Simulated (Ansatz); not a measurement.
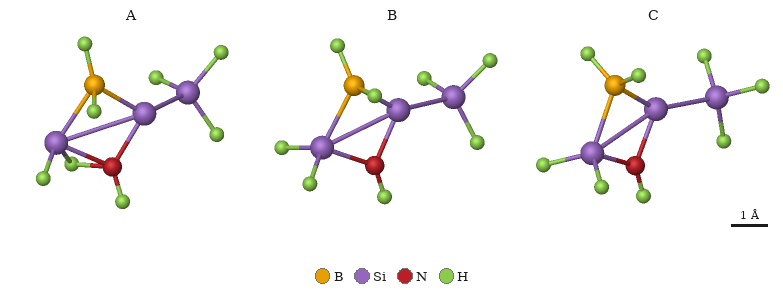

3 geometries from a converged minimum-energy path of BSi$_{3}$NH$_{8}$, shuffled. A ball-and-stick model, seen from a free direction.

All numbers below come from Ansatz 0.2.0, RKS LDA/def2-SVP. Settings: 7 movable images; climbing image; force threshold 0.05 eV/Å; iteration limit 60; starting path through a guess of the saddle point.

Q: Which frame is the transition state?

A: A. In order along the path, whose images run from 0 to 8: C (image 0, 0.00 eV), B (image 2, +0.03 eV), A (image 4, +2.12 eV). A hydrogen atom shifts from one atom to another. Breaking: H–Si (1.51 → 2.59 Å). Forming: H–N (2.71 → 1.03 Å).

Cost: 12 min on 2 threads of Arm Neoverse N1, with other jobs on the host, peak memory 0.18 GiB.
